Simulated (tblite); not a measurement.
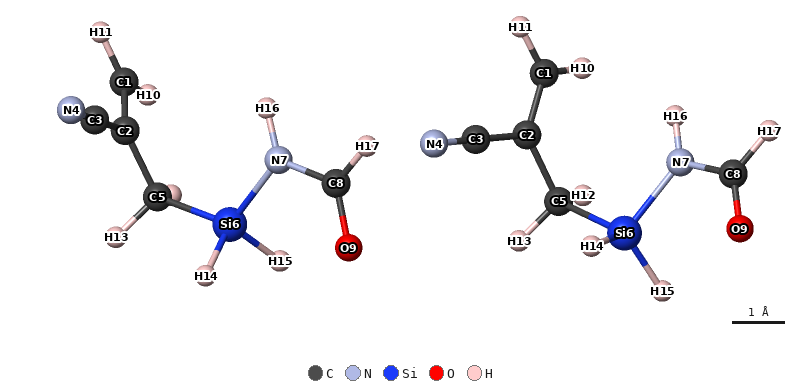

Two geometries of C₅H₈N₂OSi, drawn at one scale. One is the start of a relaxation, the other its converged end. The picture is a ball-and-stick view, seen from a free direction.

Theory: GFN2-xTB geometry optimisation, gas phase (tblite). 

Q: Which geometry has the lower energy?

A: The right one is the relaxed one. After 171 geometry steps the energy has fallen by 0.905 eV. The atom that moves furthest after the best rigid fit is H10 (1.08 Å). Largest moves by element: H 1.08 Å, N 1.07 Å, C 0.67 Å, O 0.41 Å, Si 0.30 Å. Near-neighbour distances that change, for instance: Si6–O9 2.903 → 2.727 Å, C5–Si6 1.811 → 1.920 Å, N7–C8 1.450 → 1.342 Å, C8–O9 1.276 → 1.206 Å. Among the angles between lasting bonds that change: C5–Si6–N7 117.7° → 102.9°, H14–Si6–H15 105.9° → 115.7°, C2–C5–Si6 118.6° → 111.6°. Groups turn about C5–Si6 by about 30°.
